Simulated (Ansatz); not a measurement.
# Nudged elastic band, with input and output: BH2Cl2F

System: BH2Cl2F.
Method: RKS B3LYP-D4/cc-pVDZ (Ansatz 0.2.0).

One setting was made poor on purpose. It belongs to a series of runs on one base structure; here: band between the two ends. Figures and captions count atoms from 1; the log counts them from 0 in places.

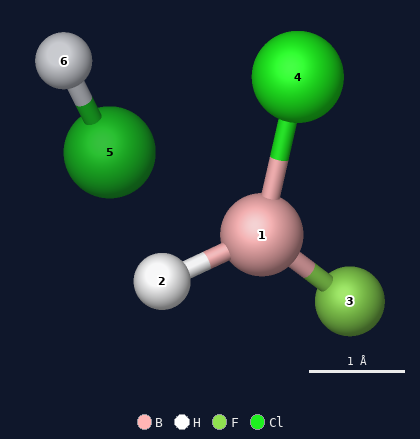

Fig. 1: The input geometry (ball-and-stick view, seen at a tilt; atoms are numbered from 1 in the order of the input). Bond lengths as drawn: B–Cl 1.77 Å, B–F 1.32 Å, B–H 1.20 Å and Cl–H 1.30 Å.

Input:
```yaml
crystal:
  periodic: [false, false, false]
  atoms:
    - { symbol: B, position_ang: [0.041478, 0.422738, -0.186019] }
    - { symbol: H, position_ang: [0.28727, 0.913488, 0.877656] }
    - { symbol: F, position_ang: [1.005912, 0.146353, -1.05121] }
    - { symbol: Cl, position_ang: [-1.632289, 0.124878, -0.670462] }
    - { symbol: Cl, position_ang: [0.322627, -2.372231, 1.457122] }
    - { symbol: H, position_ang: [-0.887596, -2.135024, 1.862612] }
basis:
  gaussian: { orbitals: cc-pVDZ }
hamiltonian:
  xc: b3lyp
  dispersion: d4
neb:
  order_check: false
  images: 1
  f_tol: 0.05
  max_iterations: 60
  climbing: true
  final_atoms:
    - { symbol: B, position_ang: [-0.01053996, -0.74137567, -0.57758802] }
    - { symbol: H, position_ang: [-0.03879572, 0.44198618, 2.19810331] }
    - { symbol: F, position_ang: [0.92628428, 0.18913487, -0.47211364] }
    - { symbol: Cl, position_ang: [-1.62012713, -0.27832447, -1.10303153] }
    - { symbol: Cl, position_ang: [0.3913949, -2.40802931, -0.19972286] }
    - { symbol: H, position_ang: [-0.51081436, -0.10318961, 2.44405174] }
  initial_path:
    images:
      - { positions_ang: [[0.041478, 0.422738, -0.186019], [0.28727, 0.913488, 0.877656], [1.005912, 0.146353, -1.05121], [-1.632289, 0.124878, -0.670462], [0.322627, -2.372231, 1.457122], [-0.887596, -2.135024, 1.862612]] }
      - { positions_ang: [[-0.05439639, -0.01440572, -0.0331491], [0.03672814, 0.07253482, 1.50169215], [1.04524915, 0.0184695, -0.76251631], [-1.71402434, -0.16574018, -0.85916944], [-0.15824782, -2.01695315, 0.76983946], [-0.01790675, -0.79370326, 1.67300223]] }
      - { positions_ang: [[-0.01053996, -0.74137567, -0.57758802], [-0.03879572, 0.44198618, 2.19810331], [0.92628428, 0.18913487, -0.47211364], [-1.62012713, -0.27832447, -1.10303153], [0.3913949, -2.40802931, -0.19972286], [-0.51081436, -0.10318961, 2.44405174]] }
```

Command:
```bash
ansatz run input.yaml --threads 1 --pin off --max-ram 2048MiB --backend cpu --events-out ev --progress --plain --runs-dir out
```

Output:
```
Engine: ansatz 0.2.0, aarch64-unknown-linux-gnu
Functional definition: B3LYP
  parameter a0 = 0.2
  parameter ax = 0.72
  parameter ac = 0.81
  exchange = (1 - a0 - ax)*slater_x + ax*b88_x + a0*exact_x
  correlation = (1 - ac)*vwn_rpa_c + ac*lyp_c
809 factors; integrals over basis functions are off by at most 3.5e-4 eV
mean field evaluation 1: about -28473.7107 eV, gradient 2.5e1 eV
mean field evaluation 2: about -28472.6788 eV, gradient 3.8e1 eV
mean field evaluation 4: about -28474.8330 eV, gradient 7.0e-1 eV
mean field evaluation 8: about -28474.8671 eV, gradient 4.4e-2 eV
mean field -28474.86712120 eV, -1046.4320657458 hartree, gradient 2.8e-5 eV, S^2 0.000000; 0 other end points of the search recorded, 0 dependent functions left out
the calculation of the forces begins
reference -28474.86733978 eV, -1046.4320737787 hartree; 25, 25 occupied and 49, 49 virtual orbitals, 809 factors
805 factors; integrals over basis functions are off by at most 1.2e-3 eV
mean field evaluation 16: about -28472.9626 eV, gradient 4.0e1 eV
mean field -28475.37419965 eV, -1046.4507005353 hartree, gradient 2.4e-5 eV, S^2 0.000000; 0 other end points of the search recorded, 0 dependent functions left out
the calculation of the forces begins
reference -28475.37442452 eV, -1046.4507087990 hartree; 25, 25 occupied and 49, 49 virtual orbitals, 805 factors
NEB end point (image 0): max|allowed force component| = 2.263e-2 eV/Å (the criterion of neb.relax_end_points is 1.000e-2)
NEB end point (image 2): max|allowed force component| = 1.779e-2 eV/Å (the criterion of neb.relax_end_points is 1.000e-2)
809 factors; integrals over basis functions are off by at most 1.8e-3 eV
mean field evaluation 32: about -28472.1751 eV, gradient 6.0e-1 eV
mean field -28472.21317923 eV, -1046.3345351774 hartree, gradient 1.6e-5 eV, S^2 0.000000; 0 other end points of the search recorded, 0 dependent functions left out
the calculation of the forces begins
reference -28472.21338652 eV, -1046.3345427951 hartree; 25, 25 occupied and 49, 49 virtual orbitals, 809 factors
NEB iter   1: max|band force component| = 3.608e0 eV/Å  barrier→ = 2.5994 eV  barrier← = 3.1356 eV  Δτ_max = 0.1969 Å  (75 SCF iters)
these checks for a lower state are left out or cut short: starts, cluster_reference, orbital_swaps, neighbouring_geometries, increment
810 factors; integrals over basis functions are off by at most 1.2e-3 eV
mean field -28473.42175023 eV, -1046.3789493426 hartree, gradient 7.5e-6 eV, S^2 0.000000; 0 other end points of the search recorded, 0 dependent functions left out
the calculation of the forces begins
reference -28473.42195531 eV, -1046.3789568789 hartree; 25, 25 occupied and 49, 49 virtual orbitals, 810 factors
NEB iter   2: max|band force component| = 1.129e0 eV/Å  barrier→ = 1.3960 eV  barrier← = 1.9322 eV  Δτ_max = 0.2000 Å  (34 SCF iters)
these checks for a lower state are left out or cut short: starts, cluster_reference, orbital_swaps, neighbouring_geometries, increment
810 factors; integrals over basis functions are off by at most 9.7e-4 eV
mean field -28473.65738933 eV, -1046.3876089199 hartree, gradient 2.3e-5 eV, S^2 0.000000; 0 other end points of the search recorded, 0 dependent functions left out
the calculation of the forces begins
reference -28473.65758950 eV, -1046.3876162758 hartree; 25, 25 occupied and 49, 49 virtual orbitals, 810 factors
NEB iter   3: max|band force component| = 9.490e-1 eV/Å  barrier→ = 1.1684 eV  barrier← = 1.7045 eV  Δτ_max = 0.0559 Å  (28 SCF iters)
these checks for a lower state are left out or cut short: starts, cluster_reference, orbital_swaps, neighbouring_geometries, increment
810 factors; integrals over basis functions are off by at most 1.1e-3 eV
mean field evaluation 64: about -28473.7344 eV, gradient 2.4e-5 eV
mean field -28473.73436726 eV, -1046.3904378066 hartree, gradient 2.4e-5 eV, S^2 0.000000; 0 other end points of the search recorded, 0 dependent functions left out
the calculation of the forces begins
reference -28473.73456981 eV, -1046.3904452501 hartree; 25, 25 occupied and 49, 49 virtual orbitals, 810 factors
NEB iter   4: max|band force component| = 3.805e-1 eV/Å  barrier→ = 1.0902 eV  barrier← = 1.6264 eV  CI = image 1  Δτ_max = 0.0825 Å  (28 SCF iters)
these checks for a lower state are left out or cut short: starts, cluster_reference, orbital_swaps, neighbouring_geometries, increment
810 factors; integrals over basis functions are off by at most 1.2e-3 eV
mean field -28473.73265786 eV, -1046.3903749872 hartree, gradient 1.2e-5 eV, S^2 0.000000; 0 other end points of the search recorded, 0 dependent functions left out
the calculation of the forces begins
reference -28473.73285874 eV, -1046.3903823695 hartree; 25, 25 occupied and 49, 49 virtual orbitals, 810 factors
NEB iter   5: max|band force component| = 4.424e-1 eV/Å  barrier→ = 1.0902 eV  barrier← = 1.6263 eV  CI = image 1  Δτ_max = 0.0291 Å  (29 SCF iters)
these checks for a lower state are left out or cut short: starts, cluster_reference, orbital_swaps, neighbouring_geometries, increment
810 factors; integrals over basis functions are off by at most 1.1e-3 eV
mean field -28473.74067381 eV, -1046.3906695680 hartree, gradient 7.0e-6 eV, S^2 0.000000; 0 other end points of the search recorded, 0 dependent functions left out
the calculation of the forces begins
reference -28473.74087550 eV, -1046.3906769799 hartree; 25, 25 occupied and 49, 49 virtual orbitals, 810 factors
NEB iter   6: max|band force component| = 1.959e-1 eV/Å  barrier→ = 1.0826 eV  barrier← = 1.6188 eV  CI = image 1  Δτ_max = 0.0082 Å  (29 SCF iters)
these checks for a lower state are left out or cut short: starts, cluster_reference, orbital_swaps, neighbouring_geometries, increment
810 factors; integrals over basis functions are off by at most 1.1e-3 eV
mean field -28473.74257432 eV, -1046.3907394102 hartree, gradient 7.5e-6 eV, S^2 0.000000; 0 other end points of the search recorded, 0 dependent functions left out
the calculation of the forces begins
reference -28473.74277588 eV, -1046.3907468174 hartree; 25, 25 occupied and 49, 49 virtual orbitals, 810 factors
NEB iter   7: max|band force component| = 1.515e-1 eV/Å  barrier→ = 1.0806 eV  barrier← = 1.6167 eV  CI = image 1  Δτ_max = 0.0072 Å  (31 SCF iters)
these checks for a lower state are left out or cut short: starts, cluster_reference, orbital_swaps, neighbouring_geometries, increment
810 factors; integrals over basis functions are off by at most 1.1e-3 eV
mean field -28473.74365107 eV, -1046.3907789801 hartree, gradient 8.7e-6 eV, S^2 0.000000; 0 other end points of the search recorded, 0 dependent functions left out
the calculation of the forces begins
reference -28473.74385271 eV, -1046.3907863903 hartree; 25, 25 occupied and 49, 49 virtual orbitals, 810 factors
NEB iter   8: max|band force component| = 1.030e-1 eV/Å  barrier→ = 1.0795 eV  barrier← = 1.6157 eV  CI = image 1  Δτ_max = 0.0037 Å  (24 SCF iters)
these checks for a lower state are left out or cut short: starts, cluster_reference, orbital_swaps, neighbouring_geometries, increment
810 factors; integrals over basis functions are off by at most 1.1e-3 eV
mean field evaluation 96: about -28473.7441 eV, gradient 2.0e-4 eV
mean field -28473.74405789 eV, -1046.3907939305 hartree, gradient 1.6e-5 eV, S^2 0.000000; 0 other end points of the search recorded, 0 dependent functions left out
the calculation of the forces begins
reference -28473.74425955 eV, -1046.3908013413 hartree; 25, 25 occupied and 49, 49 virtual orbitals, 810 factors
NEB iter   9: max|band force component| = 7.478e-2 eV/Å  barrier→ = 1.0791 eV  barrier← = 1.6153 eV  CI = image 1  Δτ_max = 0.0030 Å  (22 SCF iters)
these checks for a lower state are left out or cut short: starts, cluster_reference, orbital_swaps, neighbouring_geometries, increment
810 factors; integrals over basis functions are off by at most 1.1e-3 eV
mean field -28473.74431167 eV, -1046.3908032568 hartree, gradient 1.4e-5 eV, S^2 0.000000; 0 other end points of the search recorded, 0 dependent functions left out
the calculation of the forces begins
reference -28473.74451336 eV, -1046.3908106689 hartree; 25, 25 occupied and 49, 49 virtual orbitals, 810 factors
NEB iter  10: max|band force component| = 5.086e-2 eV/Å  barrier→ = 1.0789 eV  barrier← = 1.6151 eV  CI = image 1  Δτ_max = 0.0026 Å  (23 SCF iters)
these checks for a lower state are left out or cut short: starts, cluster_reference, orbital_swaps, neighbouring_geometries, increment
810 factors; integrals over basis functions are off by at most 1.1e-3 eV
mean field -28473.74447446 eV, -1046.3908092391 hartree, gradient 1.1e-5 eV, S^2 0.000000; 0 other end points of the search recorded, 0 dependent functions left out
the calculation of the forces begins
reference -28473.74467618 eV, -1046.3908166524 hartree; 25, 25 occupied and 49, 49 virtual orbitals, 810 factors
810 factors; integrals over basis functions are off by at most 1.1e-3 eV
mean field -28473.74447446 eV, -1046.3908092391 hartree, gradient 1.1e-5 eV, S^2 0.000000; 1 other end points of the search recorded, 0 dependent functions left out
the calculation of the forces begins
reference -28473.74467618 eV, -1046.3908166524 hartree; 25, 25 occupied and 49, 49 virtual orbitals, 810 factors
NEB iter  11: max|band force component| = 3.070e-2 eV/Å  barrier→ = 1.0788 eV  barrier← = 1.6150 eV  CI = image 1  Δτ_max = 0.0000 Å  (49 SCF iters)
```

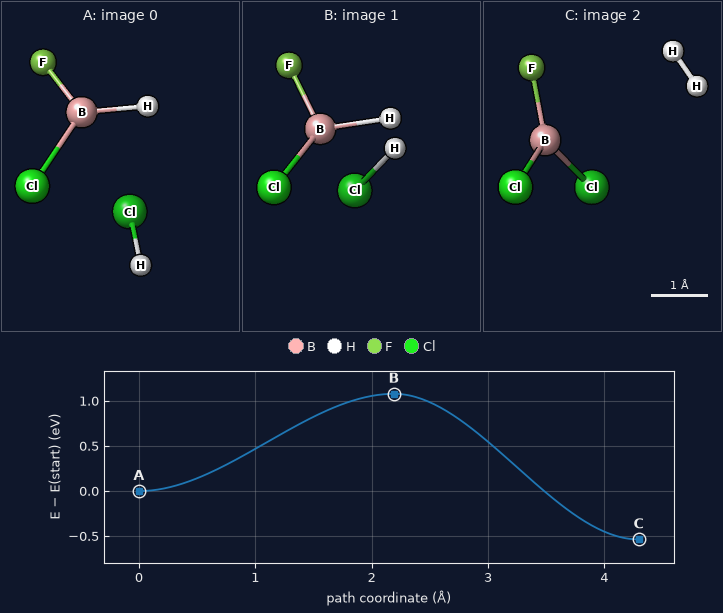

Fig. 2: Images of the last band (counted from 0; ball-and-stick, seen at a tilt) above the energy along the path; the line is a cubic interpolation that uses the forces. The highest image is number 1, 1.079 eV above the start and 1.615 eV above the end (the climbing image); the end lies 0.536 eV below the start. The path is 4.29 Å long. The band converged in 11 iterations.

```
Total energy: -28473.95347573 eV, -1046.3984898942 hartree
Atom 0 at    -0.106895    -0.246193     0.052561 Å, force    -0.030686     0.005112    -0.025229 eV/Å
Atom 1 at    -0.094923     0.273929     1.267437 Å, force     0.002151     0.003163     0.004583 eV/Å
Atom 2 at     1.040170    -0.006883    -0.588429 Å, force     0.027636     0.001099     0.011467 eV/Å
Atom 3 at    -1.673624     0.053206    -0.724696 Å, force    -0.004130    -0.003101     0.011111 eV/Å
Atom 4 at    -0.005758    -2.217405     0.843489 Å, force    -0.001109    -0.004447     0.006806 eV/Å
Atom 5 at    -0.021567    -0.756451     1.439337 Å, force     0.006138    -0.001827    -0.008738 eV/Å
Dipole moment:     0.004537     0.146433     0.353865 e Å
this run last wrote the band of iteration 11 to [file]
```

The last band as extended XYZ (Å, eV, eV/Å):
```
6
Properties=species:S:1:pos:R:3:forces:R:3 image=0 energy=-28475.03207
B     0.0415    0.4227   -0.1860    0.0134   0.0026  -0.0087
H     0.2873    0.9135    0.8777    0.0050  -0.0014  -0.0036
F     1.0059    0.1464   -1.0512   -0.0160   0.0017   0.0079
Cl   -1.6323    0.1249   -0.6705    0.0037  -0.0071   0.0098
Cl    0.3226   -2.3722    1.4571   -0.0226   0.0143   0.0155
H    -0.8876   -2.1350    1.8626    0.0166  -0.0101  -0.0209
6
Properties=species:S:1:pos:R:3:forces:R:3 image=1 energy=-28473.95327
B    -0.1069   -0.2462    0.0526   -0.0307   0.0051  -0.0252
H    -0.0949    0.2739    1.2674    0.0022   0.0032   0.0046
F     1.0402   -0.0069   -0.5884    0.0276   0.0011   0.0115
Cl   -1.6736    0.0532   -0.7247   -0.0041  -0.0031   0.0111
Cl   -0.0058   -2.2174    0.8435   -0.0011  -0.0044   0.0068
H    -0.0216   -0.7565    1.4393    0.0061  -0.0018  -0.0087
6
Properties=species:S:1:pos:R:3:forces:R:3 image=2 energy=-28475.56825
B    -0.0105   -0.7414   -0.5776   -0.0040  -0.0045   0.0020
H    -0.0388    0.4420    2.1981   -0.0104  -0.0173   0.0081
F     0.9263    0.1891   -0.4721    0.0005  -0.0009   0.0000
Cl   -1.6201   -0.2783   -1.1030    0.0019  -0.0008  -0.0008
Cl    0.3914   -2.4080   -0.1997    0.0010   0.0057  -0.0022
H    -0.5108   -0.1032    2.4441    0.0109   0.0178  -0.0071
```

Summary:

```json
{"quantity": "outcome", "value": "converged"}
{"quantity": "barrier, forward", "value": "1.079 eV"}
{"quantity": "barrier, backward", "value": "1.615 eV"}
{"quantity": "hardware", "value": "1 thread of Arm Neoverse V2, 24 GiB of memory available, shared host"}
{"quantity": "wall time", "value": "37 s"}
{"quantity": "peak memory", "value": "0.14 GiB"}
```

A deliberately poor setting: few images. The order of the saddle point was not checked.
